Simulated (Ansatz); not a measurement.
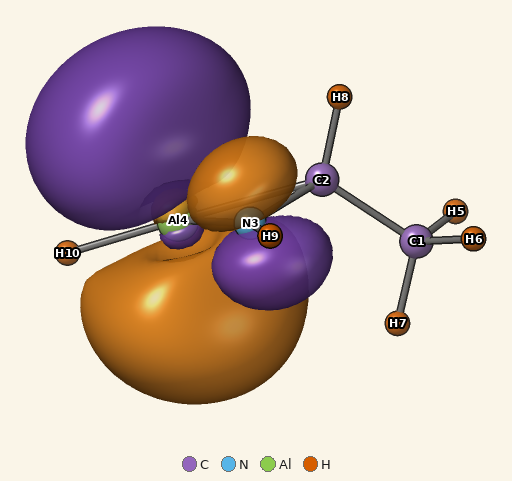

Figure. C2H6AlN. One frontier orbital at ±0.1 Å⁻³ᐟ² (orange and purple are the two phases), seen from one side.

These are results of RKS LDA/6-31G (Ansatz 0.2.0), not measurements.

```xyz
10

C    -1.2020    0.5728   -0.2143
C    -0.1444   -0.4921   -0.2295
N     0.7949   -0.5394    0.9411
Al    1.8179   -0.1579   -0.4496
H    -1.6997    0.6576   -1.2000
H    -1.9944    0.3475    0.5355
H    -0.7777    1.5621    0.0440
H    -0.5470   -1.4801   -0.5263
H     0.4982   -0.7220    1.9021
H     3.3371    0.2004   -0.8000
```

Q: Which orbital is it: HOMO or LUMO?

A: The LUMO, at −1.52 eV. By Hirshfeld shares it lies mainly on Al4 (about 70 %) and N3 (about 15 %).
